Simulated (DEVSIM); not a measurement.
Structure: Schottky contact on n-type β-Ga2O3, at 300 K.

```
layer (left to right)  material  thickness (μm)  Nd (cm⁻³)  τn (s)  τp (s)
---------------------  --------  --------------  ---------  ------  ------
1                       β-Ga2O3           0.410     3.9e16  4.5e-9  4.5e-9
```

Left contact: Schottky, work function 5.63 eV, emission velocity 1.1e7 cm/s. Right contact: ohmic. Voltage is applied to the left contact. Recombination: SRH at mid-gap. Mobility is μmin + (μ − μmin)/(1 + (N/Nref)^α).

Constants are typed, rounded textbook-type inputs, not results; the design itself was drawn at random and stands for no fabricated device. Values at 300 K.

```
parameter      β-Ga2O3
-------------  -------
gap (eV)           4.8
affinity (eV)        4
permittivity        10
Nc (cm⁻³)       3.7e18
Nv (cm⁻³)         5e20
μn (cm²/Vs)        160
μp (cm²/Vs)          1
μn,min              20
μp,min             0.1
Nref,n            1e18
Nref,p            1e18
αn                 0.8
αp                 0.8
```

Simulated with DEVSIM: 1D drift-diffusion, Boltzmann statistics, complete ionisation; no tunnelling, impact ionisation, image-force lowering or self-heating. Metal contacts follow the ideal Schottky-Mott rule: no Fermi-level pinning, no interface dipoles.

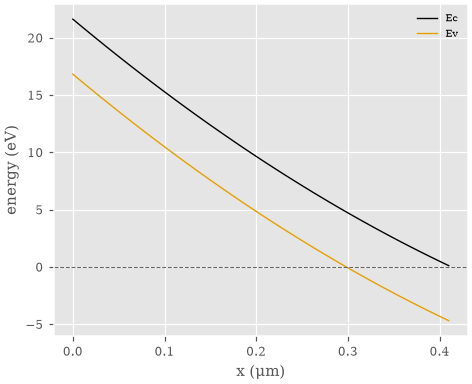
Figure: Band edges at -20.0 V on the left contact

Energies count from the Fermi level of the right contact; mesh points crowd at the junctions.

```csv
x (μm),Ec (eV),Ev (eV),n (cm⁻³),p (cm⁻³),field (V/cm)
0.000,21.630,16.830,< 1e2,< 1e2,-670000
0.005379,21.271,16.471,< 1e2,< 1e2,-670000
0.01182,20.844,16.044,< 1e2,< 1e2,-660000
0.02124,20.224,15.424,< 1e2,< 1e2,-650000
0.03513,19.322,14.522,< 1e2,< 1e2,-640000
0.04742,18.535,13.735,< 1e2,< 1e2,-640000
0.06213,17.607,12.807,< 1e2,< 1e2,-630000
0.08772,16.030,11.230,< 1e2,< 1e2,-610000
0.1104,14.673,9.873,< 1e2,< 1e2,-590000
0.1375,13.096,8.296,< 1e2,< 1e2,-570000
0.1771,10.882,6.082,< 1e2,< 1e2,-540000
0.2287,8.165,3.365,< 1e2,< 1e2,-510000
0.2630,6.464,1.664,< 1e2,< 1e2,-480000
0.2917,5.107,0.307,< 1e2,< 1e2,-460000
0.3241,3.643,-1.157,< 1e2,< 1e2,-440000
0.3427,2.834,-1.966,< 1e2,< 1e2,-430000
0.3583,2.178,-2.622,< 1e2,< 1e2,-420000
0.3736,1.548,-3.252,< 1e2,< 1e2,-410000
0.3878,0.980,-3.820,130,< 1e2,-400000
0.3959,0.660,-4.141,3.1e7,< 1e2,-390000
0.4027,0.396,-4.404,8.4e11,< 1e2,-390000
0.4100,0.118,-4.682,3.9e16,< 1e2,-380000
```
